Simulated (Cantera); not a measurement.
Input: 1 mol Si₂H₆, 0.75 mol CO₂, 87 mol N₂, held at 9.20 Pa.

Equilibrium computed with Cantera from the NASA thermochemical tables; the gas is ideal and each condensed phase is pure. Candidate condensed phases: C, C₆H₆, C₇H₈, C₈H₁₈, H₂O, Si, SiC, SiO₂, Si₂N₂O, Si₃N₄; 151 gas species. The feed counts by its element totals alone. Mutual solubility and eutectic melting of coexisting phases are not modelled. The tables' values for SiN are old estimates; treat these amounts as uncertain. Kinetics and transport are ignored.

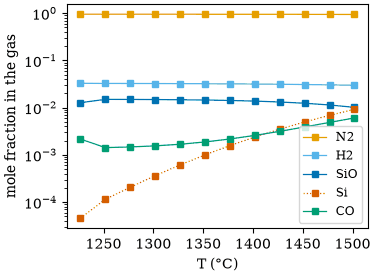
Figure. Equilibrium gas composition (values under 1e-9 drawn at 1e-9)

### Question
Read off the mole fractions at 1227 °C.

### Answer
N₂ about 0.95, H₂ about 0.033, SiO about 0.013, CO about 0.0022, Si about 4.6e-5.
